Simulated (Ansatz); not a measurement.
Input

```
crystal:
  periodic: [false, false, false]
  atoms:
    - { symbol: "N", position_ang: [-0.8559, 0.2636, 1.4872] }
    - { symbol: Si, position_ang: [-0.3477, 0.7575, -0.0651] }
    - { symbol: C, position_ang: [0.5807, -0.4522, -0.8034] }
    - { symbol: C, position_ang: [1.6772, -1.286, -0.7665] }
    - { symbol: S, position_ang: [0.7417, -1.3547, -2.2403] }
    - { symbol: H, position_ang: [-1.5355, -0.4666, 1.3732] }
    - { symbol: H, position_ang: [-1.4412, 1.0694, 1.8536] }
    - { symbol: H, position_ang: [-1.54, 1.0771, -0.8257] }
    - { symbol: H, position_ang: [0.3832, 2.0502, 0.18] }
    - { symbol: H, position_ang: [2.4207, -1.7093, -0.1903] }
basis:
  gaussian:
    orbitals: def2-TZVP
hamiltonian:
  xc: r2scan
output:
  orbitals: {}
```

Run with:

```sh
python c2h5nssi.py
```

The calculation used SCF r2SCAN, Gaussian basis in Ansatz 0.2.0.

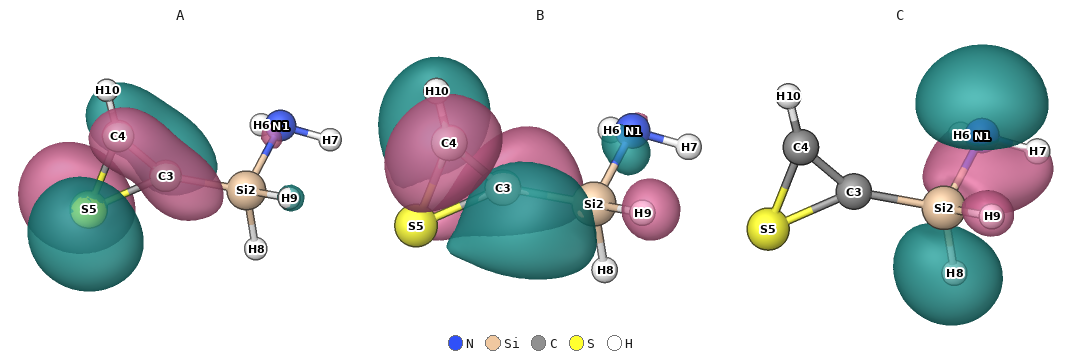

C2H5NSSi. Three frontier orbitals at ±0.1 Å⁻³ᐟ² (teal and pink are the two phases), in no order.

**Order the three orbitals by energy and name them.**

C is the HOMO−1 (−6.70 eV). Its weight (Hirshfeld) is mainly on N1 (about 65 %), Si2 (about 15 %) and H8 (about 10 %). A is the HOMO (−4.37 eV). It lies mainly on S5 (about 65 %), C3 (about 15 %) and C4 (about 15 %). B is the LUMO (−3.00 eV). It lies mainly on C4 (about 40 %), C3 (about 30 %), Si2 (about 15 %) and S5 (about 10 %); π-antibonding (π*) across C4–C3.

**What is the HOMO–LUMO gap?**

1.37 eV between the orbital energies.
